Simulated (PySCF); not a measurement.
```yaml
atoms:
  - { symbol: C, position_ang: [1.1796, -0.9643, 1.7956] }
  - { symbol: C, position_ang: [0.9229, 0.2975, 1.4717] }
  - { symbol: C, position_ang: [0.4095, 0.7818, 0.1975] }
  - { symbol: C, position_ang: [0.1892, 2.0876, 0.0304] }
  - { symbol: C, position_ang: [0.1061, -0.1973, -0.8893] }
  - { symbol: Si, position_ang: [-1.5972, -1.0231, -0.6374] }
  - { symbol: H, position_ang: [1.5598, -1.2248, 2.7691] }
  - { symbol: H, position_ang: [1.0260, -1.7856, 1.1171] }
  - { symbol: H, position_ang: [1.1048, 1.0738, 2.2051] }
  - { symbol: H, position_ang: [-0.1913, 2.4850, -0.8955] }
  - { symbol: H, position_ang: [0.3831, 2.8034, 0.8115] }
  - { symbol: H, position_ang: [0.1000, 0.3218, -1.8487] }
  - { symbol: H, position_ang: [0.8854, -0.9571, -0.9424] }
  - { symbol: H, position_ang: [-2.6221, 0.0193, -0.5758] }
  - { symbol: H, position_ang: [-1.6187, -1.8054, 0.5987] }
  - { symbol: H, position_ang: [-1.8447, -1.9035, -1.7828] }
```

Geometry: GFN2-xTB.

Computed with PySCF 2.14.0, PBE0/pcSseg-1, SCF density, gas phase, non-relativistic.

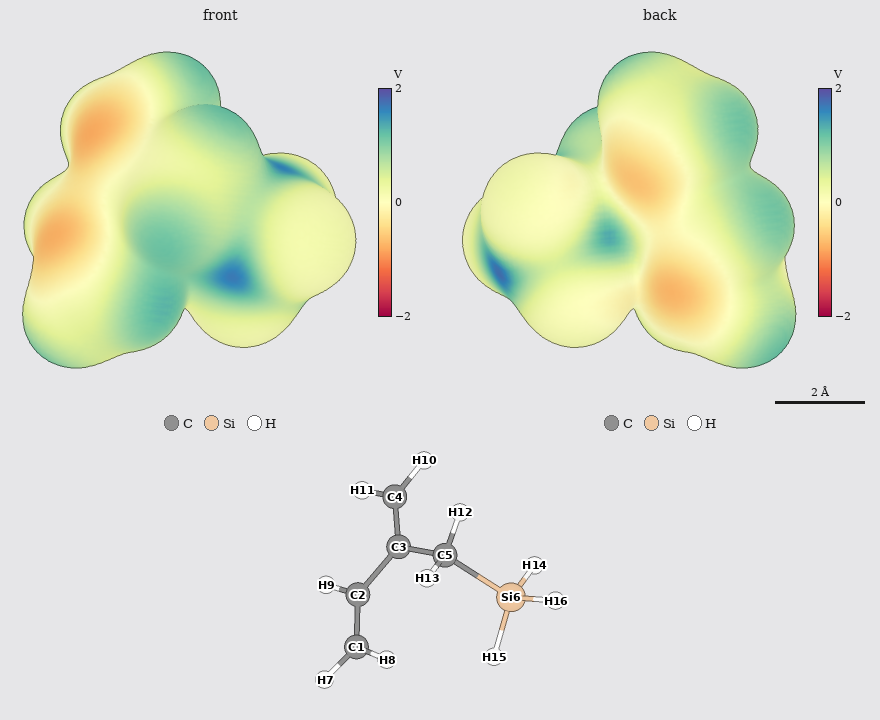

C5H10Si. The electrostatic potential painted on the density surface at 0.004 e/bohr³, seen from the front and from behind; the colour scale runs from red (negative) to blue (positive). The bare structure is drawn below in the same view.

### Describe the electrostatic potential map.

The most negative region (about −0.7 V, or −16 kcal/mol for a unit charge) lies over the π face of C1, C2, C3 and C4, the most positive (about +1.6 V, or +37 kcal/mol for a unit charge) over Si6.

### What dipole moment does the calculation give?

Its dipole moment is 0.29 D.
